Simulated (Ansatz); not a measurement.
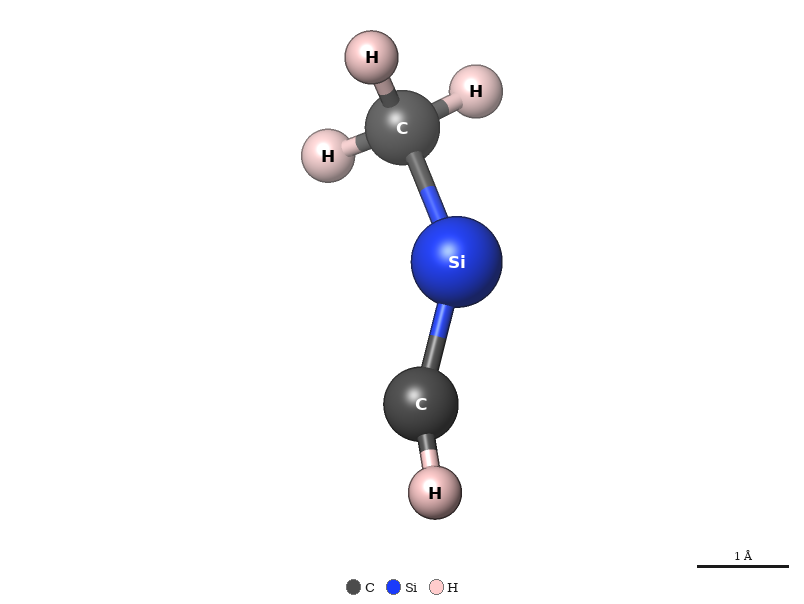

Distant atoms are faded towards the background colour. The geometry was computed by an optimisation with PBE0-D4/def2-TZVP. No frequency run is at hand to confirm it as a minimum. Masses are those of the most abundant isotopes; constants are for the rigid equilibrium geometry.

Q: Classify the rotor and give the rotational constants (GHz).

A: An asymmetric top (Cs): A = 56.5, B = 5.96, C = 5.58 GHz. Ray's parameter κ is −0.99, close to the prolate limit.
